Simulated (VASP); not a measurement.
Band structure of CuO (space group C2/c). Calculation: PBE GGA, VASP's PBE PAW potentials (set 64) (plane waves; VASP).

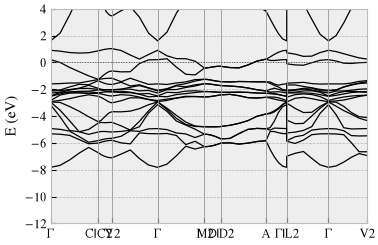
*Bands along high-symmetry lines, zero at the valence-band maximum or, without a gap, the Fermi level*

### Question
Read the plot: is there a gap, and where are the band edges?

### Answer
It has no gap at this level: it comes out as a metal or semimetal.

The structure comes from a measured CuO entry of the Crystallography Open Database, whose conditions weren't checked. The cell was not relaxed at this level.
